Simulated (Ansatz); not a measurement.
# AlH5NO: the cost of one run

All numbers below are computed with Ansatz 0.2.0 (RKS BLYP-D4/cc-pVDZ).

## 1. The starting structure

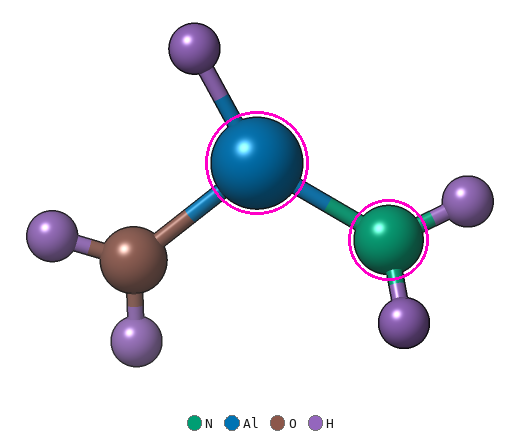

The starting structure, seen from a chosen angle (nitrogen teal, aluminium blue, oxygen brown, hydrogen purple). Ringed: N1, Al2.

As a file:

```xyz
8

N    -1.0634    0.6431   -0.9258
Al    0.1228    0.6363    0.3589
O     0.8162   -1.0414    0.5955
H    -1.0461    0.1088   -1.7921
H    -1.7704    1.3661   -1.0390
H     0.8679    1.3989    1.4237
H     1.5504   -1.2433    1.2045
H     0.5225   -1.8685    0.1743
```

## 2. Relaxing end A

Input file input.yaml:

```yaml
crystal:
  periodic: [false, false, false]
  atoms:
    - { symbol: "N", position_ang: [-1.06343, 0.6431, -0.92579] }
    - { symbol: Al, position_ang: [0.12282, 0.63626, 0.35888] }
    - { symbol: O, position_ang: [0.81624, -1.04137, 0.59553] }
    - { symbol: H, position_ang: [-1.04607, 0.10877, -1.79207] }
    - { symbol: H, position_ang: [-1.77038, 1.36614, -1.03904] }
    - { symbol: H, position_ang: [0.86794, 1.39892, 1.42373] }
    - { symbol: H, position_ang: [1.55038, -1.2433, 1.20445] }
    - { symbol: H, position_ang: [0.52251, -1.86851, 0.1743] }
total_charge: 1
basis:
  gaussian: { orbitals: cc-pVDZ }
hamiltonian:
  xc: blyp
  dispersion: d4
relax:
  f_tol: 0.015
  max_steps: 40
output:
  orbitals: {}
```

Started as:

```sh
$ ansatz run input.yaml --threads 1 --pin off --max-ram 2048MiB --backend cpu --events-out ev --progress --plain --runs-dir out
```

What time and memory should one allow on 1 thread of Intel Xeon Platinum 8488C (Sapphire Rapids), shared host?

About 10 s, with a peak of 0.17 GiB.
